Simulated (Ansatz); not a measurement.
**CdSe: response to strain**

The parent structure is CdSe in the zinc blende structure (space group F-43m, No. 216; a = 6.196 Å).

Strains are applied to the cell and any free atomic positions relax.

Level of theory: plane-wave PAW DFT at the PBE level (Ansatz, a quantum-chemistry and plane-wave program, 420 eV), no spin-orbit coupling, earlier PAW set.

Notes on the quantities. energy relative to the base: free energy F.

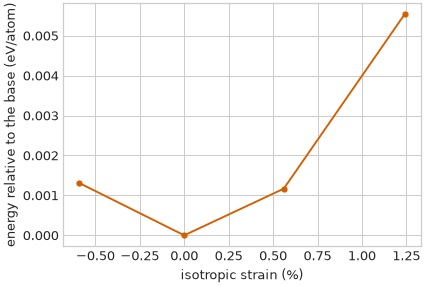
Figure. Energy relative to the base against isotropic strain

Task: From the plot, what is the energy relative to the base for isotropic strain +0.56 %?

Result: About 0.0012 eV/atom.

Task: Is the trend monotonic over the range shown?

Result: No, it turns within the range, spanning 0 meV/atom to +5.5 meV/atom.

No phonon test of stability was made.
